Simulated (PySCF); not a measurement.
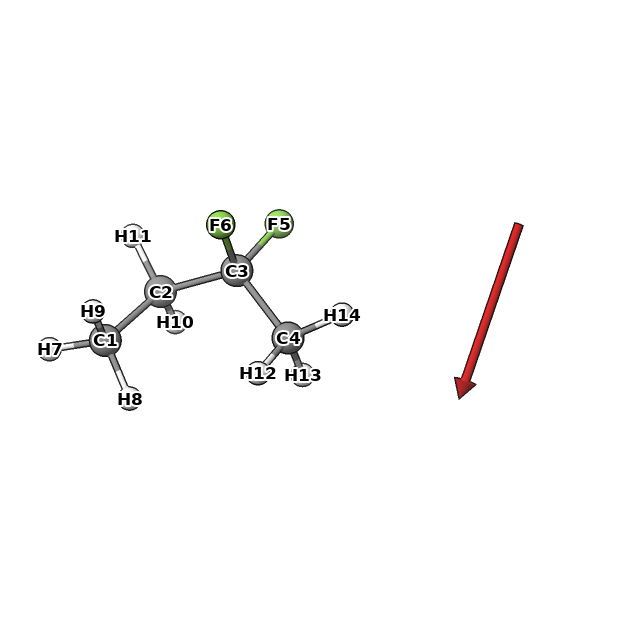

The arrow beside the molecule shows the direction of the dipole moment, from the negative to the positive end (its length means nothing). The computed structure is the end point of a PBE0-D3(BJ)/def2-TZVP optimisation. No frequency run is at hand to confirm it as a minimum. Properties computed with B97-2/pcSseg-2, gas phase (PySCF 2.14.0).

Question: Estimate the dipole moment.

Answer: 2.41 D; it points from the side of F5, F6 to the side of H8 (the outermost atoms at the two ends).
